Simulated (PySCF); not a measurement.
```xyz
17

C    -1.9186    0.6229    0.9075
C    -1.5988   -0.6837    0.2989
C    -0.9177   -0.7597   -1.0112
C     0.6227   -0.7560   -0.8652
O     1.0392    0.4562   -0.3205
Si    2.4052    0.8591    0.4422
H    -2.6016    0.5133    1.7473
H    -1.0078    1.1141    1.2751
H    -2.3572    1.2980    0.1711
H    -1.6028   -1.5640    0.9204
H    -1.1910    0.0981   -1.6288
H    -1.1845   -1.6806   -1.5375
H     1.0868   -0.8901   -1.8516
H     0.9331   -1.5890   -0.2231
H     3.5581    0.8304   -0.4635
H     2.6839   -0.0566    1.5538
H     2.0440    2.1994    0.8742
```

Geometry: GFN2-xTB.

The calculation used UKS B3LYP, pcH-1 on C H O Si, non-relativistic, mean-field spin-orbit, GIAO in PySCF.

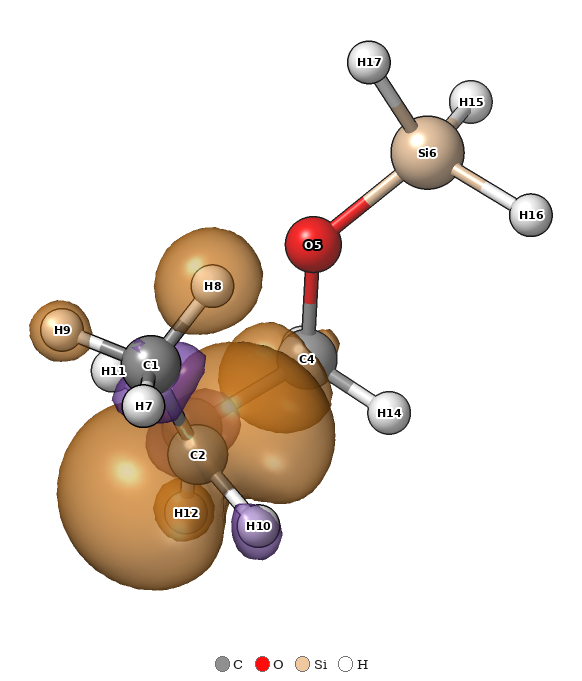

C₄H₁₁OSi (SMILES C[CH]CCO[SiH3]) (doublet). Isosurfaces of the spin density at +0.02 (orange) and −0.02 e/Å³ (purple), seen at an oblique angle.

Q: Where is the unpaired spin?

A: The unpaired spin (1 electron) lies mostly on C2 (about 0.7), in electrons by Hirshfeld's partition.
